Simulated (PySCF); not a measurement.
```xyz
17

C    -3.2088   -1.0489    0.4527
C    -2.3827   -0.1361    0.9431
Si   -1.8404    1.4209    0.0348
Si    0.1221    1.0997   -1.1357
Si    2.2286    0.8483   -0.2386
Si    3.2188   -1.2423   -0.0956
H    -3.6868   -0.9188   -0.5055
H    -3.4576   -1.9584    0.9793
H    -1.9286   -0.3243    1.9101
H    -2.9518    1.8386   -0.8326
H    -1.6540    2.4620    1.0574
H    -0.0872    0.0498   -2.1631
H     3.1459    1.7358   -0.9842
H     2.1929    1.4577    1.1058
H     3.1220   -1.9228   -1.3901
H     4.6369   -1.2570    0.2753
H     2.5237   -2.0922    0.8760
```

Geometry: GFN2-xTB.

All numbers below come from UKS B3LYP, pcH-1 on C H Si, non-relativistic, mean-field spin-orbit, GIAO (PySCF 2.14.0, density-fitted response routines).

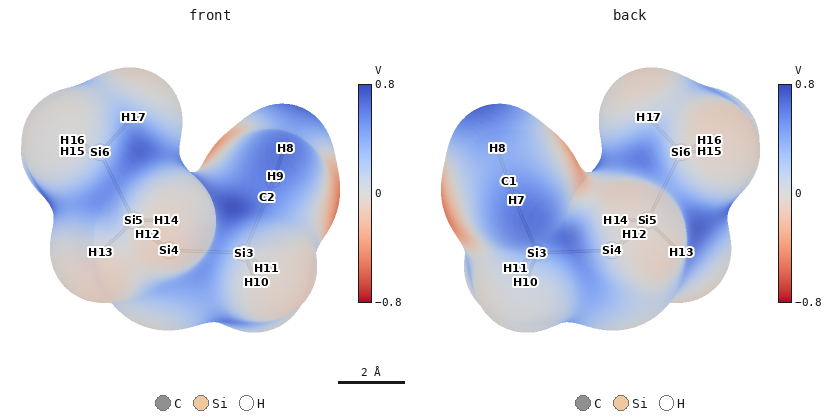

C2H11Si4 (SMILES C=C[SiH2][SiH][SiH2][SiH3]) (doublet). The electrostatic potential painted on the density surface at 0.001 e/bohr³, seen from the front and from behind; red is negative and blue positive.

Where is the surface potential most negative and most positive?

The most negative region (about −0.4 V) lies over the π face of C1 and C2, the most positive (about +0.7 V) over Si3, Si4, Si5 and Si6.
